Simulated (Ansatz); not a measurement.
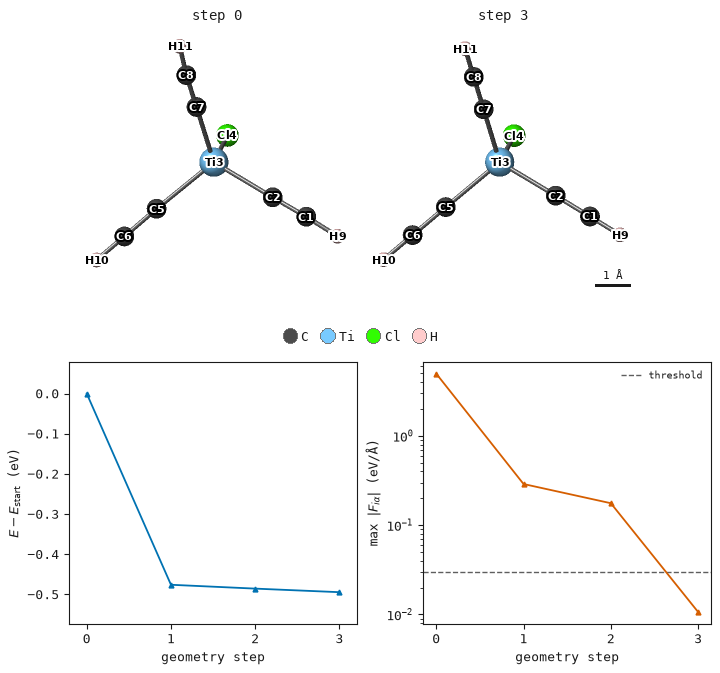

First and last geometry of a relaxation of C$_{6}$H$_{3}$ClTi (coarse preliminary run), with the history of the run. The picture is a ball-and-stick view, seen at a tilt.

The start comes from a force field.

These are results of RKS PBE-D4/def2-SVP (Ansatz), not measurements.

Input file:
```yaml
crystal:
  periodic: [false, false, false]
  atoms:
    - {symbol: C, position_ang: [-0.837100, 0.217900, 3.009500]}
    - {symbol: C, position_ang: [-0.791900, 0.186700, 1.797800]}
    - {symbol: Ti, position_ang: [-0.651600, 0.063700, -0.298200]}
    - {symbol: Cl, position_ang: [-2.655400, 0.309000, -1.258000]}
    - {symbol: C, position_ang: [0.644500, 1.576900, -0.992500]}
    - {symbol: C, position_ang: [1.368500, 2.475800, -1.373600]}
    - {symbol: C, position_ang: [0.212800, -1.797000, -0.801200]}
    - {symbol: C, position_ang: [0.687900, -2.853600, -1.111400]}
    - {symbol: H, position_ang: [-0.967000, 0.344200, 4.092800]}
    - {symbol: H, position_ang: [2.008600, 3.230500, -1.697700]}
    - {symbol: H, position_ang: [1.046100, -3.811200, -1.346900]}
basis:
  gaussian: {orbitals: def2-SVP}
hamiltonian: {xc: pbe, dispersion: d4}
relax: {f_tol: 0.03, max_steps: 200}
```

Launched with:
```bash
ansatz run in.yaml --threads 4 --pin off --events-out ev --progress --plain --max-ram 11315MiB
```

Read the history and describe the run.

Answer. It converged. After 3 geometry steps the energy has fallen by 0.494 eV. Largest force component: 5 eV/Å at the start, 0.011 eV/Å at the end. The largest move after the best rigid fit is that of H9, 0.11 Å. By element the largest moves are H 0.11 Å, C 0.11 Å, Cl 0.05 Å, Ti 0.01 Å. Near-neighbour distances that change, for instance: Ti3–C5 2.110 → 2.007 Å, C2–Ti3 2.104 → 2.007 Å, Ti3–Cl4 2.235 → 2.184 Å, C6–H10 1.041 → 1.085 Å. Bond angles that change, for instance: C2–C1–H9 173.1° → 179.9°, C7–C8–H11 175.9° → 179.9°. Cost: 11 s on 4 threads of Arm Neoverse V2, with other jobs on the host.
